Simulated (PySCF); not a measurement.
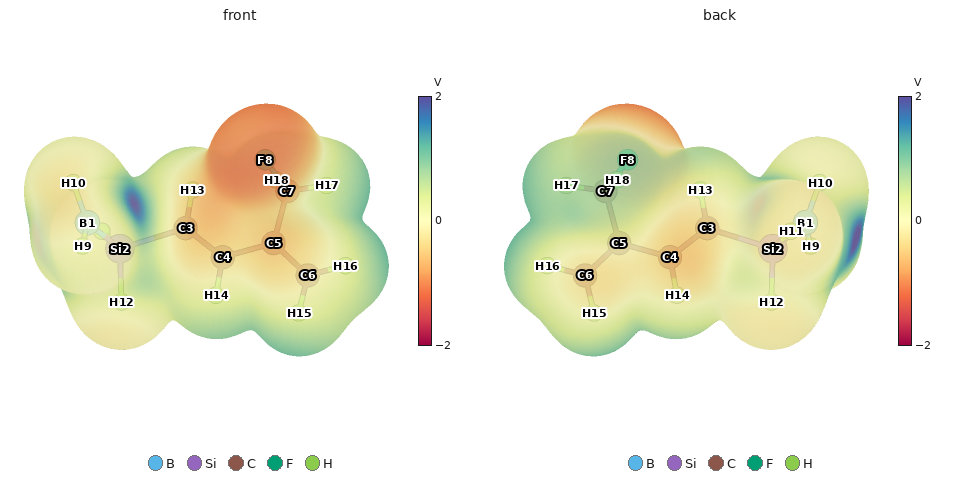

Figure. C5H10BFSi (SMILES B[SiH2]/C=C/C(=C)CF). The electrostatic potential painted on the density surface at 0.002 e/bohr³, seen from the front and from behind; the colour scale runs from red (negative) to blue (positive).

Geometry: GFN2-xTB.

Method: PBE0/pcSseg-1, SCF density, gas phase, non-relativistic in PySCF 2.14.0.

The calculation's input:

```
{"job": {"kind": "nmr", "xc": "PBE0", "basis": "pcSseg-1"}, "charge": 0, "multiplicity": 1}
B     -2.872461    -0.960782     1.907775
Si    -1.669026     0.581648     1.914614
C     -0.169076     0.124374     0.857564
C      0.053239     0.593100    -0.371773
C      1.162647     0.244079    -1.245261
C      1.277377     0.774908    -2.463415
C      2.196137    -0.730934    -0.746237
F      1.642210    -1.966426    -0.482740
H     -3.774815    -1.035112     1.166671
H     -2.702380    -1.871034     2.622702
H     -1.108654     0.975415     3.223739
H     -2.191771     1.841622     1.351154
H      0.516993    -0.599831     1.277249
H     -0.640206     1.308001    -0.796473
H      0.560030     1.487004    -2.833808
H      2.087966     0.521991    -3.125189
H      2.977641    -0.895746    -1.494196
H      2.645388    -0.385960     0.192642
```

Command:

```sh
OMP_NUM_THREADS=1 python probes_run.py task.json out
```

Q: Which sites attract a positive test charge, and which a negative one?

A: A positive charge is drawn to the negative regions and a negative charge to the positive ones. The most negative region (about −1.1 V, or −25 kcal/mol for a unit charge) lies over F8, the most positive (about +1.9 V, or +44 kcal/mol for a unit charge) over B1.

Q: What dipole moment does the calculation give?

A: Its dipole moment is 1.53 D.
